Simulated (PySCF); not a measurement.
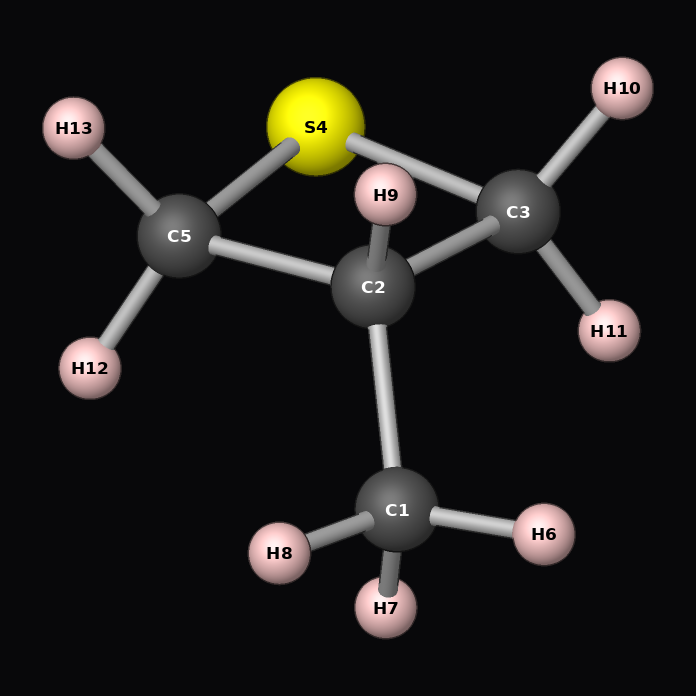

The questions are on Mulliken spin populations. Charge +1, doublet. The computed structure is the end point of a GFN2-xTB optimisation. No frequency run is at hand to confirm it as a minimum. Method: UKS B3LYP, pcH-1 on C H S, non-relativistic (PySCF 2.14.0).

Which atom carries the largest spin population?

S4 (0.88 e).

Which atom has the lowest spin population?

C3, C5 (−0.04 e); a negative value comes from spin polarisation.

Give the Mulliken spin populations atom by atom.

```tsv
atom	value (e)
C1	0.00
C2	0.01
C3	−0.04
S4	0.88
C5	−0.04
H6	0.00
H7	0.00
H8	0.00
H9	0.01
H10	0.04
H11	0.05
H12	0.05
H13	0.04
```

The run warned: orbitally degenerate or nearly so: second-order g, spin-orbit hyperfine and D do not apply.

Mulliken values depend strongly on the basis set.
